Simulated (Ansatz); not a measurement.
# CuI$_{2}$ (charge −1): what the fields show

Input file:

```
crystal:
  periodic: [false, false, false]
  atoms:
    - {symbol: Cu, position_ang: [-0.000130, -0.000078, -0.000158]}
    - {symbol: I, position_ang: [-0.015760, -0.019877, 2.431628]}
    - {symbol: I, position_ang: [0.015890, 0.019944, -2.431470]}
basis:
  gaussian: {orbitals: def2-TZVPD, initial_orbitals: start.molden}
total_charge: -1
hamiltonian: {xc: pbe0, dispersion: d4}
scf: {omitted_lower_state_checks: [starts]}
output: {forces: true, orbitals: {seedname: orbitals}}
```

Launched as:

```sh
ansatz run in.yaml --threads 4 --pin off --events-out ev --progress --plain --max-ram 3916MiB
```

Geometry: r2SCAN-D4/def2-TZVPD; core potentials replace the inner electrons of I.

These are results of Ansatz 0.2.0, RKS PBE0-D4/def2-TZVPD, not measurements.

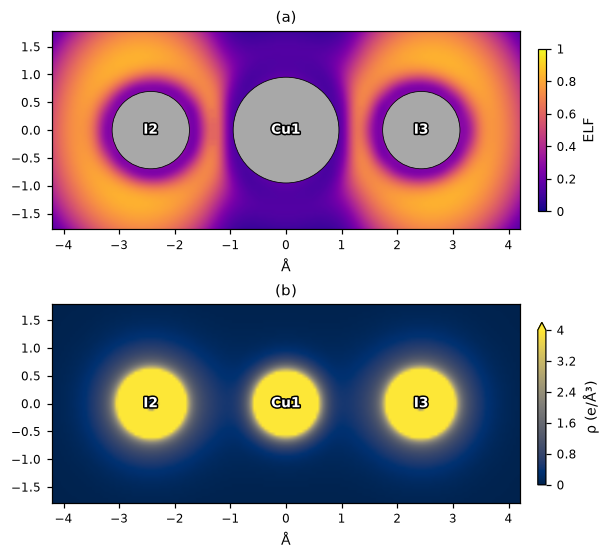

Figure 1. (a) ELF; (b) electron density on a plane that holds the molecular axis. Grey discs cover the atomic cores in the ELF map.

What does the map show?

Answer. The section cuts through Cu and I sites.
Cu–I (2.43 Å): ρ at the midpoint is about 0.54 e/Å³, with its minimum of 0.48 e/Å³ about 1.1 Å from Cu; the ELF peaks at about 0.65 in the valence shell of I, 1.1 Å from its nucleus, and is about 0.55 at the midpoint.

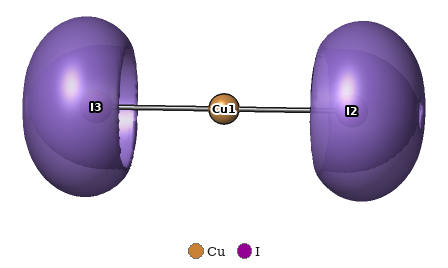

Figure 2. Isosurface of the electron localisation function at 0.75 (purple), seen from one side. Core shells and regions of very low density are left out.

Describe the localisation domains.

Answer. The ELF exceeds this value in two rings or bowls of non-bonding electrons around I.
